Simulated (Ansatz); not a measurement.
**BCCD(T)/def2-SVP run of C2H7NSi (SMILES NC1C[SiH2]1)**

What is the vertical ionisation energy of C2H7NSi at BCCD(T)/def2-SVP? 

The calculation is run with Ansatz 0.2.0.

61 further runs of the same task are left out: 61 set aside as unsound or not needed.

## Step 1: Starting point

C2H7NSi: 11 atoms, total charge 0, spin state singlet. As SMILES, `NC1C[SiH2]1`. Geometry: relaxed at PBE0-D4/def2-TZVP. This is one conformer, not always the lowest.

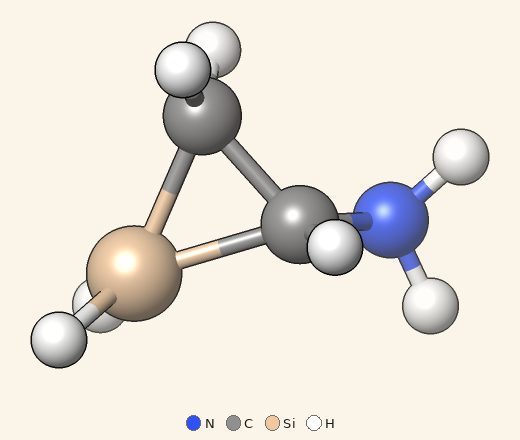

Viewed from a chosen angle; nitrogen blue, carbon grey, silicon light orange, hydrogen white.

## Step 2: A single-point energy at BCCD(T)/def2-SVP

input.yaml

```yaml
basis:
  gaussian:
    orbitals: def2-SVP
crystal:
  periodic: [false, false, false]
  atoms:
    - symbol: "N"
      position_ang: [-1.337200, 0.826100, -0.314200]
    - symbol: C
      position_ang: [0.048100, 0.587400, -0.015100]
    - symbol: C
      position_ang: [0.296100, -0.519700, 1.025200]
    - symbol: Si
      position_ang: [0.845000, -0.955900, -0.685100]
    - symbol: H
      position_ang: [-1.450400, 1.288300, -1.206000]
    - symbol: H
      position_ang: [-1.774000, 1.401500, 0.397500]
    - symbol: H
      position_ang: [0.701400, 1.454200, 0.118600]
    - symbol: H
      position_ang: [1.025100, -0.311700, 1.801300]
    - symbol: H
      position_ang: [-0.607900, -0.997000, 1.390600]
    - symbol: H
      position_ang: [2.288700, -0.939900, -1.005500]
    - symbol: H
      position_ang: [0.030300, -1.890100, -1.486800]
correlation:
  method: bccd_t
  frozen_orbitals: {C: 1, H: 0, "N": 1, Si: 5}
accuracy: high
scf:
  omitted_lower_state_checks: [cluster_reference, increment]
```

Launch:

```console
$ ansatz run input.yaml --threads 1 --pin off --max-ram 3480MiB --events-out events.jsonl --progress --plain --runs-dir runs
```

The program printed, shortened:

```text
Warning: RAYON_NUM_THREADS=1 ignored (pool sized by the plan → 1); use --threads N
Functional definition: HF
  name "HF"
[...]
2284 factors; integrals over basis functions are off by at most 3.9e-9 eV
[...]
mean field -11508.78749047 eV, -422.9401393385 hartree, gradient 2.1e-8 eV, S^2 0.000000; 0 other end points of the search recorded, 0 dependent functions left out
8 core orbitals not correlated: weight in the atoms' cores, before any rotation towards them, 1.000 or more for the frozen orbitals, at most 0.000 for the correlated occupied ones
reference -11508.78749047 eV, -422.9401393385 hartree; 12, 12 occupied and 75, 75 virtual orbitals, 2284 factors
second order -15.00669604 eV of doubles, -0.00000000 eV of singles
cycle   1  -15.84789970 eV  change   -8.4e-1 eV  update   8.4e-2
[...]
cycle  22  -16.32728012 eV  change   7.6e-10 eV  update   1.1e-9
perturbative correction -0.53026081 eV, -0.0194867253 hartree
Total energy: -11525.64503140 eV, -423.5596425411 hartree
Checks for a lower state left out: cluster_reference, increment
```

Run time: 31 s. Hardware: 1 thread of Arm Neoverse V2, shared host; peak memory 0.89 GiB.

## Step 3: The doublet cation, same level

run.yaml

```yaml
crystal:
  periodic: [false, false, false]
  atoms:
    - {symbol: N, position_ang: [-1.337200, 0.826100, -0.314200]}
    - {symbol: C, position_ang: [0.048100, 0.587400, -0.015100]}
    - {symbol: C, position_ang: [0.296100, -0.519700, 1.025200]}
    - {symbol: Si, position_ang: [0.845000, -0.955900, -0.685100]}
    - {symbol: H, position_ang: [-1.450400, 1.288300, -1.206000]}
    - {symbol: H, position_ang: [-1.774000, 1.401500, 0.397500]}
    - {symbol: H, position_ang: [0.701400, 1.454200, 0.118600]}
    - {symbol: H, position_ang: [1.025100, -0.311700, 1.801300]}
    - {symbol: H, position_ang: [-0.607900, -0.997000, 1.390600]}
    - {symbol: H, position_ang: [2.288700, -0.939900, -1.005500]}
    - {symbol: H, position_ang: [0.030300, -1.890100, -1.486800]}
basis:
  gaussian:
    orbitals: def2-SVP
total_charge: 1
magnetization:
  spin_polarized: true
  initial_magnetization: 1
correlation:
  method: bccd_t
  frozen_orbitals: {C: 1, H: 0, "N": 1, Si: 5}
accuracy: high
scf:
  omitted_lower_state_checks: [cluster_reference, increment]
```

Launch:

```console
$ ansatz run run.yaml --threads 1 --pin off --max-ram 3480MiB --events-out events.jsonl --progress --plain --runs-dir runs
```

The program printed, shortened:

```text
Warning: RAYON_NUM_THREADS=1 ignored (pool sized by the plan → 1); use --threads N
[... 2 set-up lines as earlier in the session ...]
[...]
2286 factors; integrals over basis functions are off by at most 3.6e-9 eV
[...]
mean field -11500.84087201 eV, -422.6481064965 hartree, gradient 2.2e-8 eV, S^2 0.760306; 3 other end points of the search recorded, 0 dependent functions left out
8 core orbitals not correlated: weight in the atoms' cores, before any rotation towards them, 1.000 or more for the frozen orbitals, at most 0.000 for the correlated occupied ones
reference -11500.84087201 eV, -422.6481064965 hartree; 12, 11 occupied and 75, 76 virtual orbitals, 2286 factors
second order -14.39385780 eV of doubles, -0.00000000 eV of singles
cycle   1  -15.22857825 eV  change   -8.3e-1 eV  update   1.0e-1
[...]
cycle  31  -15.81337718 eV  change    1.3e-9 eV  update   2.0e-9
perturbative correction -0.58185679 eV, -0.0213828425 hartree
Total energy: -11517.23610598 eV, -423.2506202318 hartree
Checks for a lower state left out: cluster_reference, increment
```

Wall time 2 min (1 thread of Arm Neoverse V2, shared host); peak memory 1.7 GiB.

## Step 4: Summary of results

At BCCD(T)/def2-SVP, 8 core orbitals frozen:

```
                                                    quantity          value
                               singlet C2H7NSi: total energy  -423.55964 Eh
singlet C2H7NSi: correlation energy (8 core orbitals frozen)     -619.5 mEh
                             singlet C2H7NSi: (T) correction     -19.49 mEh
                                doublet cation: total energy  -423.25062 Eh
 doublet cation: correlation energy (8 core orbitals frozen)     -602.5 mEh
                              doublet cation: (T) correction     -21.38 mEh
           doublet cation: ⟨S²⟩ of the reference determinant          0.760
          vertical ionisation energy (to the doublet cation)       8.409 eV
```

**Reading.** The vertical ionisation energy comes to 8.41 eV (811 kJ/mol). The triples (singlet C2H7NSi) make up 3.1 % of the correlation energy. The triples (doublet cation) make up 3.5 % of the correlation energy.
